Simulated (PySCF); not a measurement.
Molecule: C₆H₈BN, SMILES Bc1cccc(N)c1. Atoms near the plane z = 0.0 Å, at the GFN2-xTB optimised geometry (x, y, z in Å): B1 (-1.8, -1.8, 0.0), C2 (-1.0, -0.5, 0.0), C3 (-1.7, 0.7, 0.0), C4 (-0.9, 1.9, 0.0), C5 (0.4, 1.9, 0.0), C6 (1.1, 0.7, 0.0), N7 (2.5, 0.6, -0.1), C8 (0.4, -0.5, 0.0), H9 (-3.0, -1.8, 0.0), H10 (-1.3, -2.9, 0.0), H11 (-2.7, 0.8, 0.0), H12 (-1.5, 2.9, 0.0), H13 (1.0, 2.8, 0.0), H14 (2.9, -0.2, 0.2), H15 (3.0, 1.5, 0.2), H16 (0.9, -1.5, 0.0).

Computed with PBE/def2-TZVP in PySCF 2.14.0. Cells within 0.4 Å of a nucleus heavier than hydrogen are left out (blank, or x). The values are rescaled to run from 0 to 1.

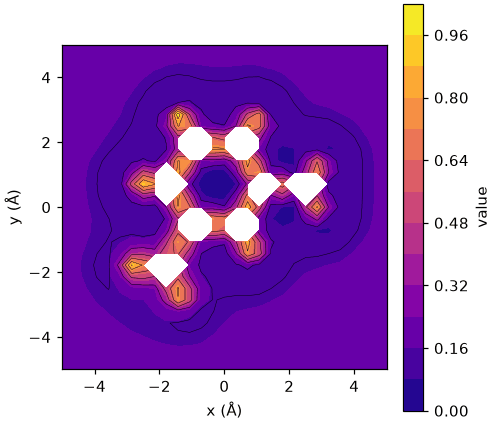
*a field on the plane z = 0.0 Å.*

Which quantity is mapped?
A. electrostatic potential
B. an orbital amplitude
C. electron localisation function
D. deformation density (molecule minus spherical neutral atoms)

D, deformation density (molecule minus spherical neutral atoms). In full: deformation density (molecule minus spherical neutral atoms) (e/bohr³).
